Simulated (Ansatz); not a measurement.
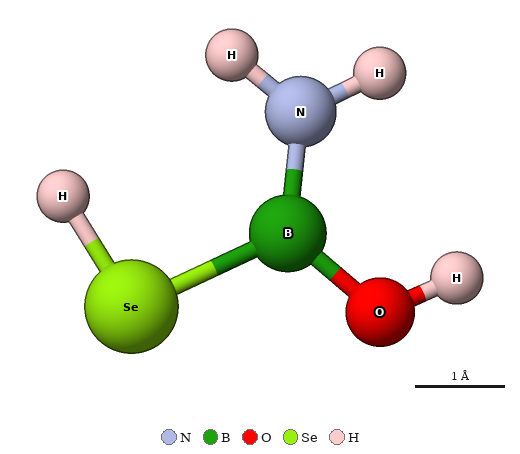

Fig. 1: The structure as given in the input (ball-and-stick view, seen at a tilt). Bond lengths as drawn: B–N 1.40 Å, B–O 1.37 Å, B–Se 1.97 Å, H–N 1.00 to 1.01 Å, H–O 0.96 Å and H–Se 1.47 Å.

## Run report: BNH4SeO, molecular dynamics

System: BNH4SeO.
Method: RKS r2SCAN-rvv10/def2-SVP (Ansatz 0.2.0).

The geometry comes from this level: PBE0-D4/def2-TZVP.

## Output
```
Functional definition: r2SCAN+rVV10
  name "r2SCAN+rVV10"
  cite "Furness, Kaplan, Ning, Perdew & Sun, J. Phys. Chem. Lett. 11, 8208 (2020) doi:10.1021/acs.jpclett.0c02405"
  cite "Furness, Kaplan, Ning, Perdew & Sun, J. Phys. Chem. Lett. 11, 9248 (2020) doi:10.1021/acs.jpclett.0c03077"
  cite "Vydrov & Van Voorhis, J. Chem. Phys. 133, 244103 (2010) doi:10.1063/1.3521275"
  cite "Sabatini, Gorni & de Gironcoli, Phys. Rev. B 87, 041108(R) (2013) doi:10.1103/PhysRevB.87.041108"
  cite "Ning et al., Phys. Rev. B 106, 075422 (2022) doi:10.1103/PhysRevB.106.075422"
  parent "r2scan"
  parameter k0 = 0.174
  parameter k1 = 0.065
  parameter a1 = 4.9479
  exchange = r2scan_x(k0 = k0, k1 = k1, a1 = a1)
  correlation = r2scan_c + rvv10(11.95, 0.0093)
1047 factors; their error is unknown
mean field evaluation 1: about -69606.7484 eV, gradient 6.7e1 eV
mean field evaluation 2: about -69594.7386 eV, gradient 9.9e1 eV
mean field evaluation 4: about -69615.3610 eV, gradient 3.6e0 eV
mean field evaluation 8: about -69615.2727 eV, gradient 1.7e-1 eV
mean field evaluation 16: about -69615.2728 eV, gradient 4.7e-5 eV
mean field -69615.27277548 eV, -2558.3140875724 hartree, gradient 4.7e-5 eV, S^2 0.000000; 0 other end points of the search recorded, 0 dependent functions left out
the calculation of the forces begins
reference -69615.27278397 eV, -2558.3140878841 hartree; 29, 29 occupied and 65, 65 virtual orbitals, 1047 factors
md step     0: t =     0.00 fs  T =  1312.5 K  F+E_penalty+E_count = -69615.27277548 eV  E_kin = 1.357230 eV  (27 SCF iters)
these checks for a lower state are left out or cut short: starts, cluster_reference, orbital_swaps, neighbouring_geometries, increment
1047 factors; their error is unknown
mean field -69615.14997135 eV, -2558.3095746038 hartree, gradient 1.6e-5 eV, S^2 0.000000; 0 other end points of the search recorded, 0 dependent functions left out
the calculation of the forces begins
reference -69615.14997987 eV, -2558.3095749169 hartree; 29, 29 occupied and 65, 65 virtual orbitals, 1047 factors
md step     1: t =     2.00 fs  T =  1315.2 K  F+E_penalty+E_count = -69615.14997135 eV  E_kin = 1.359971 eV  (29 SCF iters)
[... from here on the SCF iterations and repeated set-up lines of each step are left out, up to the last step ...]
md step     2: t =     4.00 fs  T =  1178.9 K  F+E_penalty+E_count = -69614.99820403 eV  E_kin = 1.219057 eV  (28 SCF iters)
md step     3: t =     6.00 fs  T =   983.4 K  F+E_penalty+E_count = -69614.85791266 eV  E_kin = 1.016909 eV  (29 SCF iters)
md step     4: t =     8.00 fs  T =   825.6 K  F+E_penalty+E_count = -69614.75947743 eV  E_kin = 0.853782 eV  (30 SCF iters)
md step     5: t =    10.00 fs  T =   663.0 K  F+E_penalty+E_count = -69614.55227194 eV  E_kin = 0.685553 eV  (29 SCF iters)
md step     6: t =    12.00 fs  T =   612.5 K  F+E_penalty+E_count = -69614.47389883 eV  E_kin = 0.633369 eV  (30 SCF iters)
md step     7: t =    14.00 fs  T =   465.4 K  F+E_penalty+E_count = -69614.30919189 eV  E_kin = 0.481213 eV  (28 SCF iters)
md step     8: t =    16.00 fs  T =   485.4 K  F+E_penalty+E_count = -69614.30797390 eV  E_kin = 0.501989 eV  (30 SCF iters)
md step     9: t =    18.00 fs  T =   615.0 K  F+E_penalty+E_count = -69614.25805248 eV  E_kin = 0.635983 eV  (30 SCF iters)
md step    10: t =    20.00 fs  T =   849.1 K  F+E_penalty+E_count = -69614.31325490 eV  E_kin = 0.878083 eV  (30 SCF iters)
md step    11: t =    22.00 fs  T =   963.3 K  F+E_penalty+E_count = -69614.32130931 eV  E_kin = 0.996080 eV  (29 SCF iters)
md step    12: t =    24.00 fs  T =  1156.1 K  F+E_penalty+E_count = -69614.56562476 eV  E_kin = 1.195483 eV  (30 SCF iters)
md step    13: t =    26.00 fs  T =  1077.2 K  F+E_penalty+E_count = -69614.54974882 eV  E_kin = 1.113893 eV  (30 SCF iters)
md step    14: t =    28.00 fs  T =  1011.1 K  F+E_penalty+E_count = -69614.53834771 eV  E_kin = 1.045601 eV  (29 SCF iters)
md step    15: t =    30.00 fs  T =   975.1 K  F+E_penalty+E_count = -69614.40528883 eV  E_kin = 1.008341 eV  (30 SCF iters)
md step    16: t =    32.00 fs  T =  1145.2 K  F+E_penalty+E_count = -69614.69556217 eV  E_kin = 1.184197 eV  (29 SCF iters)
md step    17: t =    34.00 fs  T =  1156.7 K  F+E_penalty+E_count = -69614.84945185 eV  E_kin = 1.196095 eV  (30 SCF iters)
md step    18: t =    36.00 fs  T =  1060.7 K  F+E_penalty+E_count = -69614.82678403 eV  E_kin = 1.096805 eV  (27 SCF iters)
md step    19: t =    38.00 fs  T =   950.8 K  F+E_penalty+E_count = -69614.62779496 eV  E_kin = 0.983180 eV  (30 SCF iters)
md step    20: t =    40.00 fs  T =   687.1 K  F+E_penalty+E_count = -69614.50333704 eV  E_kin = 0.710537 eV  (29 SCF iters)
md step    21: t =    42.00 fs  T =   581.6 K  F+E_penalty+E_count = -69614.39618547 eV  E_kin = 0.601410 eV  (29 SCF iters)
md step    22: t =    44.00 fs  T =   705.4 K  F+E_penalty+E_count = -69614.42656425 eV  E_kin = 0.729471 eV  (29 SCF iters)
md step    23: t =    46.00 fs  T =   666.0 K  F+E_penalty+E_count = -69614.52003414 eV  E_kin = 0.688698 eV  (30 SCF iters)
md step    24: t =    48.00 fs  T =   688.2 K  F+E_penalty+E_count = -69614.54935386 eV  E_kin = 0.711685 eV  (28 SCF iters)
md step    25: t =    50.00 fs  T =   793.4 K  F+E_penalty+E_count = -69614.59788427 eV  E_kin = 0.820398 eV  (29 SCF iters)
md step    26: t =    52.00 fs  T =   859.4 K  F+E_penalty+E_count = -69614.58083108 eV  E_kin = 0.888708 eV  (29 SCF iters)
md step    27: t =    54.00 fs  T =   929.0 K  F+E_penalty+E_count = -69614.62408364 eV  E_kin = 0.960689 eV  (30 SCF iters)
md step    28: t =    56.00 fs  T =  1158.1 K  F+E_penalty+E_count = -69614.71572764 eV  E_kin = 1.197549 eV  (28 SCF iters)
md step    29: t =    58.00 fs  T =  1306.2 K  F+E_penalty+E_count = -69614.84504037 eV  E_kin = 1.350700 eV  (30 SCF iters)
these checks for a lower state are left out or cut short: starts, cluster_reference, orbital_swaps, neighbouring_geometries, increment
1047 factors; their error is unknown
mean field -69614.70010256 eV, -2558.2930422306 hartree, gradient 2.6e-5 eV, S^2 0.000000; 0 other end points of the search recorded, 0 dependent functions left out
the calculation of the forces begins
reference -69614.70011090 eV, -2558.2930425369 hartree; 29, 29 occupied and 65, 65 virtual orbitals, 1047 factors
1047 factors; their error is unknown
mean field evaluation 256: about -69614.7001 eV, gradient 1.4e-2 eV
mean field -69614.70010256 eV, -2558.2930422306 hartree, gradient 2.6e-5 eV, S^2 0.000000; 1 other end points of the search recorded, 0 dependent functions left out
the calculation of the forces begins
reference -69614.70011090 eV, -2558.2930425369 hartree; 29, 29 occupied and 65, 65 virtual orbitals, 1047 factors
md step    30: t =    60.00 fs  T =  1198.0 K  F+E_penalty+E_count = -69614.70010256 eV  E_kin = 1.238838 eV  (28 SCF iters)
```

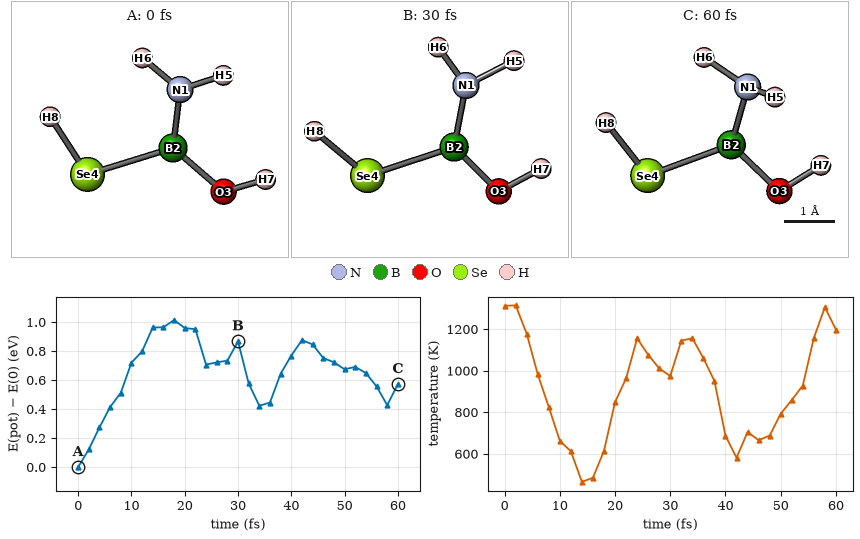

Fig. 2: Frames of the molecular dynamics (ball-and-stick, seen at a tilt) above the curves, on which the letters mark them. The trajectory kept here has 31 frames over 60 fs. The temperature starts at 1312 K, ranges from 465 to 1315 K and averages 929 K over the second half. The potential energy ends 0.573 eV above its first value. After an unweighted best fit of the last frame on the first, the root-mean-square displacement is 0.24 Å, and H5 has moved furthest (0.45 Å).

```
Total energy: -69614.70011090 eV, -2558.2930425369 hartree
Atom 0 at    -0.638149     1.072089     0.086608 Å, force    -1.971721    -4.957292    -2.064857 eV/Å
Atom 1 at     0.226661    -0.081591    -0.166124 Å, force     0.148141     0.646043     0.447555 eV/Å
Atom 2 at     1.549670     0.130336    -0.418179 Å, force     0.062249     2.314288    -0.691193 eV/Å
Atom 3 at    -0.095714    -2.023124    -0.118721 Å, force    -1.384661     0.304838     0.319250 eV/Å
Atom 4 at    -0.240695     1.755417     0.644451 Å, force     0.346403     1.924879     1.680784 eV/Å
Atom 5 at    -1.614994     0.692265     0.247070 Å, force     1.396535     1.632495     0.283047 eV/Å
Atom 6 at     1.548499     1.109926    -0.656862 Å, force     0.685552    -1.604669     0.312326 eV/Å
Atom 7 at    -1.498652    -1.876284     0.429889 Å, force     0.717500    -0.260582    -0.286912 eV/Å
Dipole moment:    -0.294280     0.573008     0.195299 e Å
```

## Trajectory as extended XYZ (Å, eV, eV/Å), 12 of the 31 frames kept, from step=0 to step=30
```
8
Properties=species:S:1:pos:R:3:forces:R:3 step=0 time_fs=0.0 energy=-69615.27278 temperature=1312.5
N    -0.4095    0.8977    0.0447    0.0578  -0.1534  -0.0080
B     0.3590   -0.2751   -0.0329    0.1495  -0.1026  -0.0108
O     1.7236   -0.2935   -0.0990   -0.0259  -0.2888  -0.0089
Se   -0.4547   -2.0744   -0.0566    0.0365  -0.0910  -0.0048
H    -0.0095    1.8203    0.0573    0.1369   0.3359   0.0052
H    -1.4112    0.8933    0.0929   -0.3771   0.0315   0.0191
H     2.1349    0.5732   -0.0883    0.0790   0.2422   0.0047
H    -1.8403   -1.5986    0.0261   -0.0566   0.0263   0.0036
8
Properties=species:S:1:pos:R:3:forces:R:3 step=3 time_fs=6.0 energy=-69614.85791 temperature=983.4
N    -0.4543    0.9981    0.1230    1.1463  -0.1999  -1.1402
B     0.3860   -0.2019   -0.0274   -3.5272   0.5166   0.3733
O     1.6820   -0.2575   -0.0976    4.1840   1.0486  -0.3197
Se   -0.4330   -2.1082   -0.0550   -0.0621   1.1758   0.1542
H    -0.1519    1.8706   -0.3738   -0.0306  -0.9860   0.7670
H    -1.4313    0.8751   -0.1059   -0.2906  -0.1529   0.1450
H     2.3333    0.5111   -0.1265   -1.7832  -1.2967   0.1149
H    -1.8321   -1.6668    0.2041    0.3634  -0.1055  -0.0944
8
Properties=species:S:1:pos:R:3:forces:R:3 step=5 time_fs=10.0 energy=-69614.55227 temperature=663.0
N    -0.4761    1.0632    0.1508   -0.7384  -1.9298  -1.3593
B     0.3560   -0.1506   -0.0300   -1.1607  -0.3974   0.4112
O     1.6857   -0.2339   -0.1007   -0.8541  -2.0930   0.0359
Se   -0.4169   -2.1218   -0.0572    0.8422   1.5853  -0.0083
H    -0.2838    1.7604   -0.5524    1.0846   0.8739  -0.0631
H    -1.4265    0.8451   -0.2145    0.2989  -0.2373   1.0136
H     2.3253    0.4213   -0.1984    1.2735   2.1790  -0.1538
H    -1.7342   -1.6236    0.2522   -0.7460   0.0193   0.1237
8
Properties=species:S:1:pos:R:3:forces:R:3 step=8 time_fs=16.0 energy=-69614.30797 temperature=485.4
N    -0.5040    1.1228    0.1512   -0.7969  -2.3969  -0.8832
B     0.2799   -0.0808   -0.0355    2.6676  -2.0375   0.5786
O     1.6807   -0.2089   -0.1092   -1.3850   0.3409  -0.3111
Se   -0.3919   -2.1236   -0.0641   -0.9925   2.8495   0.5389
H    -0.2649    1.6854   -0.6504    0.2105   1.0290  -0.3274
H    -1.4295    0.7243   -0.1199    0.1310   0.9595   0.5152
H     2.2770    0.5337   -0.2863   -0.4935   0.1877   0.2071
H    -1.7200   -1.5064    0.3849    0.6588  -0.9322  -0.3180
8
Properties=species:S:1:pos:R:3:forces:R:3 step=11 time_fs=22.0 energy=-69614.32131 temperature=963.3
N    -0.5386    1.1218    0.1200    2.0199  -0.6076  -1.4547
B     0.2792   -0.0573   -0.0210    0.5374  -2.9136   0.4883
O     1.6532   -0.1934   -0.1313   -0.4866   3.5299  -0.9009
Se   -0.3553   -2.1063   -0.0703    1.3237   1.5803  -0.1794
H    -0.1560    1.7831   -0.6312   -1.5746  -0.6140   1.3860
H    -1.5149    0.8318    0.0871   -0.1186   0.8460  -0.4921
H     1.9592    0.7509   -0.3687    0.0954  -1.9280   0.6529
H    -1.6076   -1.6398    0.3627   -1.7965   0.1070   0.5000
8
Properties=species:S:1:pos:R:3:forces:R:3 step=14 time_fs=28.0 energy=-69614.53835 temperature=1011.1
N    -0.5542    1.0706    0.0635    0.1295   1.2616  -0.7399
B     0.2939   -0.0800    0.0213   -3.0067  -2.3909  -0.1240
O     1.6061   -0.1552   -0.1673    1.2490   3.1729  -0.5829
Se   -0.3108   -2.0855   -0.0865   -1.6606   1.4291   1.0269
H    -0.3150    1.9593   -0.4268    0.5171  -0.8585   0.6215
H    -1.5716    1.1473    0.1157    0.3039  -1.0170   0.2317
H     1.7641    0.8202   -0.3531    1.0132  -1.3725   0.1970
H    -1.7611   -1.8894    0.4675    1.4545  -0.2246  -0.6303
8
Properties=species:S:1:pos:R:3:forces:R:3 step=16 time_fs=32.0 energy=-69614.69556 temperature=1145.2
N    -0.5742    1.0433    0.0212    1.1908   1.8931  -0.3005
B     0.2750   -0.1121    0.0538   -2.3144  -0.9011  -0.7631
O     1.5916   -0.1114   -0.2034    0.5446   0.2978   0.2292
Se   -0.2844   -2.0723   -0.0958   -1.0535   0.5158   0.7977
H    -0.2773    2.0283   -0.2251    0.6119  -1.6205   0.3772
H    -1.5506    1.2232    0.1313   -0.9139  -1.2241   0.3165
H     1.8123    0.8072   -0.3255    0.8801   0.7621  -0.2265
H    -1.7119   -2.0967    0.4596    1.0544   0.2770  -0.4304
8
Properties=species:S:1:pos:R:3:forces:R:3 step=19 time_fs=38.0 energy=-69614.62779 temperature=950.8
N    -0.6141    1.0250   -0.0247    3.2826   0.2238   0.5489
B     0.2061   -0.1652    0.0734    0.8532   2.0269  -1.7761
O     1.5763   -0.0484   -0.2608   -0.2353   0.4736   0.7481
Se   -0.2489   -2.0481   -0.1049    1.2395  -0.8051  -0.3201
H    -0.0502    1.9238    0.1084   -1.5295  -1.4995  -0.2220
H    -1.5615    1.0545    0.2375   -1.4022   0.2760   0.4534
H     2.0373    0.8313   -0.3141   -1.1677  -1.1719   0.1137
H    -1.5586   -2.3421    0.3821   -1.0405   0.4763   0.4540
8
Properties=species:S:1:pos:R:3:forces:R:3 step=22 time_fs=44.0 energy=-69614.42656 temperature=705.4
N    -0.6175    1.0079   -0.0387   -1.7543  -1.1802   1.0874
B     0.1706   -0.1539    0.0385    2.6322   0.8344  -2.0772
O     1.5573    0.0054   -0.3161   -0.8539  -0.6197   0.8993
Se   -0.2111   -2.0398   -0.1124   -0.6134  -1.5545   0.3155
H    -0.0534    1.7220    0.3626    0.0617   1.4916   0.3718
H    -1.5461    0.9177    0.4140    0.6472   0.5124  -0.4033
H     2.0558    0.8475   -0.3361   -1.0196  -0.4946   0.0698
H    -1.6098   -2.4343    0.3757    0.9001   1.0106  -0.2634
8
Properties=species:S:1:pos:R:3:forces:R:3 step=25 time_fs=50.0 energy=-69614.59788 temperature=793.4
N    -0.6009    1.0136   -0.0227   -1.6201   0.6045   1.3402
B     0.2283   -0.1114   -0.0400   -0.8413  -1.2191  -0.8504
O     1.5096    0.0377   -0.3472    2.0919  -0.4986   0.0380
Se   -0.1754   -2.0383   -0.1156    1.4887  -0.4231  -0.4737
H    -0.1487    1.6540    0.5948    1.0374   1.4828   0.1338
H    -1.4681    0.9668    0.5059   -0.6636  -0.6611  -0.5815
H     1.8742    0.9212   -0.4021   -0.1078   0.3743  -0.1249
H    -1.4786   -2.2793    0.3773   -1.3852   0.3403   0.5184
8
Properties=species:S:1:pos:R:3:forces:R:3 step=27 time_fs=54.0 energy=-69614.62408 temperature=929.0
N    -0.6079    1.0212    0.0109   -1.2802   1.7278   2.9459
B     0.2591   -0.0866   -0.1012   -4.1016  -1.7662   0.4262
O     1.4944    0.0619   -0.3691    5.0156   1.4347  -0.9433
Se   -0.1452   -2.0347   -0.1167   -1.2500  -0.3067   0.5058
H    -0.1510    1.6992    0.6962   -0.4796  -0.5722  -1.3768
H    -1.5388    0.9068    0.4850    0.9473  -0.2966  -1.0249
H     1.7388    1.0013   -0.4953    0.0475  -0.5802  -0.0412
H    -1.5614   -2.1249    0.4719    1.1011   0.3593  -0.4916
8
Properties=species:S:1:pos:R:3:forces:R:3 step=30 time_fs=60.0 energy=-69614.70010 temperature=1198.0
N    -0.6381    1.0721    0.0866   -1.9717  -4.9573  -2.0649
B     0.2267   -0.0816   -0.1661    0.1481   0.6460   0.4476
O     1.5497    0.1303   -0.4182    0.0622   2.3143  -0.6912
Se   -0.0957   -2.0231   -0.1187   -1.3847   0.3048   0.3192
H    -0.2407    1.7554    0.6445    0.3464   1.9249   1.6808
H    -1.6150    0.6923    0.2471    1.3965   1.6325   0.2830
H     1.5485    1.1099   -0.6569    0.6856  -1.6047   0.3123
H    -1.4987   -1.8763    0.4299    0.7175  -0.2606  -0.2869
```

This output came from the following input.

## Input
```yaml
crystal:
  periodic: [false, false, false]
  atoms:
    - {symbol: N, position_ang: [-0.409509, 0.897716, 0.044725]}
    - {symbol: B, position_ang: [0.358981, -0.275079, -0.032935]}
    - {symbol: O, position_ang: [1.723570, -0.293516, -0.099006]}
    - {symbol: Se, position_ang: [-0.454654, -2.074353, -0.056574]}
    - {symbol: H, position_ang: [-0.009537, 1.820335, 0.057322]}
    - {symbol: H, position_ang: [-1.411241, 0.893308, 0.092859]}
    - {symbol: H, position_ang: [2.134850, 0.573193, -0.088257]}
    - {symbol: H, position_ang: [-1.840260, -1.598605, 0.026066]}
basis:
  gaussian: {orbitals: def2-SVP}
hamiltonian: {xc: {name: r2SCAN}, dispersion: rvv10}
md: {timestep: 2 fs, n_steps: 30, ensemble: nvt_langevin, temperature: 1500, initial_velocities: maxwell_boltzmann, friction: 0.01, seed: 576}
```

Command:
```bash
ansatz run in.yaml --threads 2 --pin off --events-out ev --progress --plain --max-ram 4352MiB
```

## Results in brief

```tsv
quantity	value
outcome	finished
mean temperature over the second half	929 K
trajectory	30 steps, 60 fs
ensemble	nvt_langevin
temperature in the input	1500 K
time step	2 fs
potential energy (last step)	−69614.7001 eV
SCF solution under orbital rotations (last step)	stable
largest force (length of the vector) (last step)	5.721 eV/Å
dipole moment (last step)	3.23 D
hardware	2 threads of INTEL XEON PLATINUM @ 2.30GHz, 23 GiB of memory available, shared host
wall time	62 s (CPU time 2 min)
peak memory	0.18 GiB
```

So short a trajectory is not equilibrated. The logged temperature at the start can lie below the typed one, since it is counted over all degrees of freedom. The temperature stays far from the 1500 K of the thermostat over the second half: the run isn't equilibrated.
